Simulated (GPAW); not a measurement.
Band structure of CaGa₂ (P6/mmm, 3 atoms in the cell).

```
CaGa2
1.0
    4.23886     0.00000     0.00000
   -2.11943     3.67096     0.00000
    0.00000     0.00000     4.41641
Ca Ga
1 2
Direct
  0.00000   0.00000   0.00000
  0.33333   0.66667   0.50000
  0.66667   0.33333   0.50000
```

Method of the run: PBEsol, GPAW PAW datasets PBEsol (made by gpaw-setup) (plane waves; GPAW).

Settings: mode = pw; ecut = 600 eV; xc = PBEsol; kpts = 7 7 6; mesh shift (steps) = 0 0 0; occupations.name = fermi-dirac; occupations.width = 0.1 eV; nbands = -11; symmetry.symmorphic = false; symmetry.tolerance = 0.0005; maxiter = 150; bandpath_npoints = 40.

The starting cell comes from a database of computed structures (which also holds hypothetical and non-ambient phases and stackings), without a prior relaxation at this level.

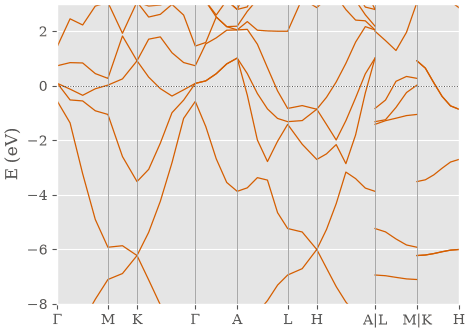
Figure. Bands along the path, energies from the Fermi level.

Levels in eV from the Fermi level, bands 5 to 12:
```tsv
point	5	6	7	8	9	10	11	12
Γ	-9.33	-0.58	0.08	0.08	0.73	1.45	3.76	3.76
M	-7.11	-5.93	-1.06	0.02	0.26	3.05	3.40	3.62
K	-6.23	-6.23	-3.52	0.91	0.91	3.07	3.07	3.54
A	-8.70	-3.88	1.01	1.01	2.04	2.04	2.18	2.79
L	-6.95	-5.24	-1.42	-1.32	-0.84	1.99	3.90	4.43
H	-6.01	-6.01	-2.71	-0.87	-0.87	2.86	4.28	4.28
```

Bands cross the Fermi level along this path, so the cell is metallic at this level.
